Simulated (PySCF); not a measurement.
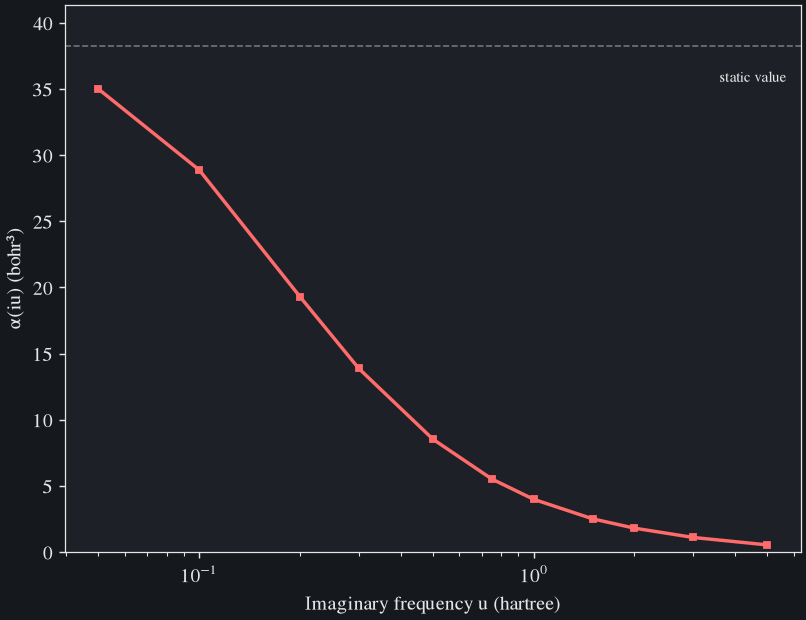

Dipole polarisability at imaginary frequency of neutral nickel ([Ar] 3d⁸ 4s 4p). Coupled response at the HF level; PySCF, ANO-RCC-VTZP, spin-free X2C-1e, unrestricted single determinants, no spin-orbit coupling.

What follows from the curve?

The static dipole polarisability is 38.3 bohr³; α(iu) falls to half of it near u = 0.20 hartree. The Casimir–Polder integral gives C₆ = 245 hartree bohr⁶ for two such species.

Caveat: determinant is not a pure L term; basis without added diffuse functions.
